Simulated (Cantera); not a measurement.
Input: 1 mol (CH3)2SiCl2, 11 mol H2, at 0.100 bar.

Equilibrium computed with Cantera from the NASA thermochemical tables; the gas is ideal and each condensed phase is pure. Candidate condensed phases: C, C6H6, C7H8, C8H18, Si, SiC; 109 gas species. The feed counts by its element totals alone. The tables' values for SiCl, SiCl3 are old estimates; treat these amounts as uncertain. Gases not in the tables: Si2H6 and higher silanes. Equilibrium is a limit: real reactors are often held back by kinetics, nucleation or transport.

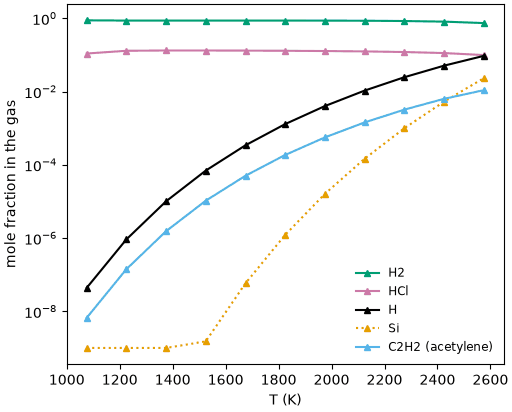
*Equilibrium gas composition (values under 1e-9 drawn at 1e-9)*

Task: Read off the mole fractions at 1075 K.

Result: H2 about 0.88, HCl about 0.11, H about 4.4e-8.
